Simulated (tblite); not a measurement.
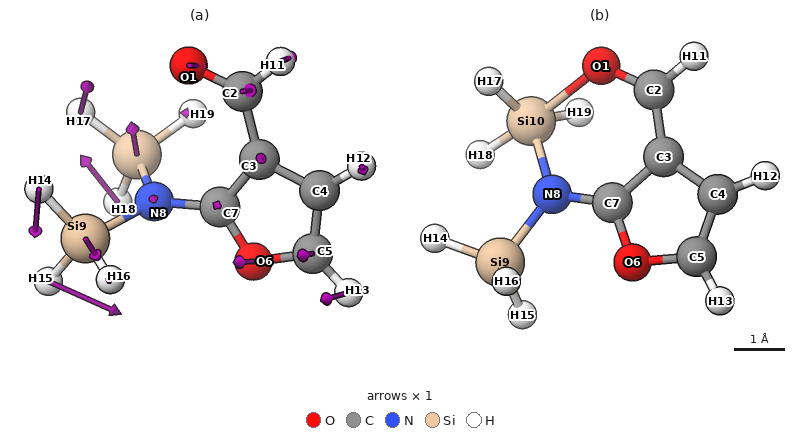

The structure of C5H9NO2Si2 before (left) and after (right) a relaxation, at one scale. The purple arrows give the displacements, at their true length.

The picture is a ball-and-stick view, seen from a free direction.

These are results of GFN2-xTB geometry optimisation, gas phase (tblite), not measurements. 

**Summarise the run.**

The energy falls by 88.4 kJ/mol in 140 geometry steps. The largest move after the best rigid fit is that of H15, 1.70 Å. By element the largest moves are H 1.70 Å, Si 0.99 Å, O 0.96 Å, C 0.77 Å, N 0.23 Å. Some distances before and after: O1–Si10 3.344 → 2.060 Å, C7–N8 1.416 → 1.306 Å, C2–C3 1.462 → 1.388 Å, C5–O6 1.309 → 1.375 Å. New bonds form: O1–Si10 (3.34 → 2.06 Å). Among the angles between lasting bonds that change: H17–Si10–H19 109.5° → 139.4°, H18–Si10–H19 112.7° → 95.9°, N8–Si10–H18 106.0° → 94.4°. Groups turn about C7–N8 by about 55°, N8–Si9 by about 50°. Cost: 2.6 s on 1 thread of Arm Neoverse N1 (shared host).
